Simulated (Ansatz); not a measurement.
**Single-point calculation, with input and output: BHCl**

The run: single-point calculation of BHCl, multiplicity 2, SMILES [BH]Cl. Method and program: UKS wB97M-V/def2-TZVPP (Ansatz 0.2.0).

The geometry is a randomly displaced structure. Figures and captions count atoms from 1; the log counts them from 0 in places.

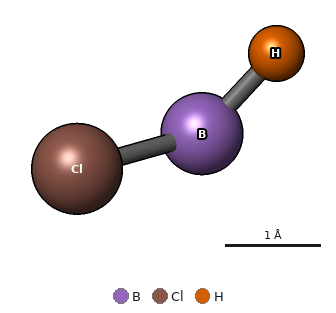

Figure 1. The structure (ball-and-stick view, seen at an oblique angle). Bond lengths as drawn: B–Cl 1.70 Å and B–H 1.18 Å.

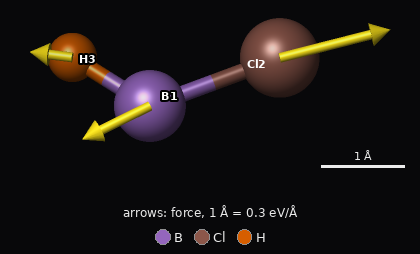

Figure 2. Forces on the atoms as yellow arrows (ball-and-stick view, seen at a tilt; atoms are numbered from 1 in the order of the input). The largest act on Cl2 (0.42 eV/Å); B1 (0.28 eV/Å); H3 (0.16 eV/Å). The geometry is not a stationary point of this energy.

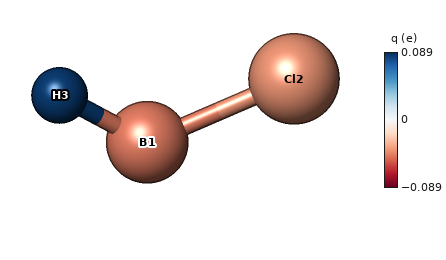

Figure 3. Mulliken charges, as the colour of each atom (ball-and-stick view, seen at a tilt; atoms are numbered from 1 in the order of the input). By element: B −0.05, Cl −0.04 and H +0.08 e.

The input that produced these results follows, with the program's output.

## The input
```yaml
crystal:
  periodic: [false, false, false]
  atoms:
    - {symbol: B, position_ang: [0.067800, -0.499900, -0.033900]}
    - {symbol: Cl, position_ang: [0.919500, 0.816700, 0.610400]}
    - {symbol: H, position_ang: [-0.967200, -0.379900, -0.590800]}
basis:
  gaussian: {orbitals: def2-TZVPP}
magnetization: {spin_polarized: true, initial_magnetization: 1}
hamiltonian: {xc: {name: wB97M-V}}
output: {forces: true}
```

## What the program printed
```
Functional definition: wB97M-V
  name "wB97M-V"
  cite "Mardirossian & Head-Gordon, J. Chem. Phys. 144, 214110 (2016) doi:10.1063/1.4952647"
  cite "Becke, J. Chem. Phys. 107, 8554 (1997) doi:10.1063/1.475007"
  cite "Vydrov & Van Voorhis, J. Chem. Phys. 133, 244103 (2010) doi:10.1063/1.3521275"
  # Of w^i u^j: cxij and so on, Table III.
  parameter omega = 0.3/bohr
  parameter cx = 0.15
  parameter cx01 = 1.007
  parameter cx10 = 0.259
  parameter css00 = 0.443
  parameter css04 = -1.437
  parameter css10 = -4.535
  parameter css20 = -3.390
  parameter css43 = 4.278
  parameter cos00 = 1.000
  parameter cos10 = 1.358
  parameter cos20 = 2.924
  parameter cos21 = -8.812
  parameter cos60 = -1.390
  parameter cos61 = 9.142
  parameter b = 6.0
  parameter c = 0.01
  gx(w, u) = 1 - cx + cx01*u + cx10*w
  gss(w, u) = css00 + css04*u^4 + css10*w + css20*w^2 + css43*w^4*u^3
  gos(w, u) = cos00 + cos10*w + (cos20 + cos21*u)*w^2 + (cos60 + cos61*u)*w^6
  exchange = spin_sum(e_x_unif_sr(omega)*gx(b97_w, b97_u_x)) + cx*exact_x_sr(omega) + exact_x_lr(omega)
  correlation = spin_sum(e_c_pw_mod_same_spin*gss(b97_w, b97_u_same))
      + integral(e_c_pw_mod_opposite_spin*gos(b97_w_opposite, b97_u_opposite)) + vv10(b, c)
538 factors; their error is unknown
108 factors; integrals over basis functions are off by at most 4.5e-5 eV
mean field evaluation 1: about -13212.7541 eV, gradient 5.9e0 eV
mean field evaluation 2: about -13213.0488 eV, gradient 2.2e0 eV
mean field evaluation 4: about -13213.1064 eV, gradient 3.4e-1 eV
mean field evaluation 8: about -13213.1255 eV, gradient 1.6e-1 eV
mean field evaluation 16: about -13213.1256 eV, gradient 5.1e-5 eV
mean field -13213.12557897 eV, -485.5734088489 hartree, gradient 5.1e-5 eV, S^2 0.751873; 0 other end points of the search recorded, 0 dependent functions left out
the calculation of the forces begins
reference -13213.12561419 eV, -485.5734101434 hartree; 12, 11 occupied and 75, 76 virtual orbitals, 538 factors
Total energy: -13213.12561419 eV, -485.5734101434 hartree
Atom 0 at     0.067800    -0.499900    -0.033900 Å, force    -0.116082    -0.236751    -0.095347 eV/Å
Atom 1 at     0.919500     0.816700     0.610400 Å, force     0.244361     0.292236     0.173617 eV/Å
Atom 2 at    -0.967200    -0.379900    -0.590800 Å, force    -0.128278    -0.055485    -0.078270 eV/Å
Dipole moment:    -0.060499     0.086990    -0.022041 e Å
```

## Summary

- outcome: converged
- total energy: −13213.1256 eV
- ⟨S²⟩: 0.752
- SCF solution under orbital rotations: stable
- largest force (length of the vector): 0.419 eV/Å
- dipole moment: 0.52 D
- hardware: 4 CPU threads, shared host
- wall time: 1.7 s (CPU time 5.7 s)
- peak memory: 0.22 GiB
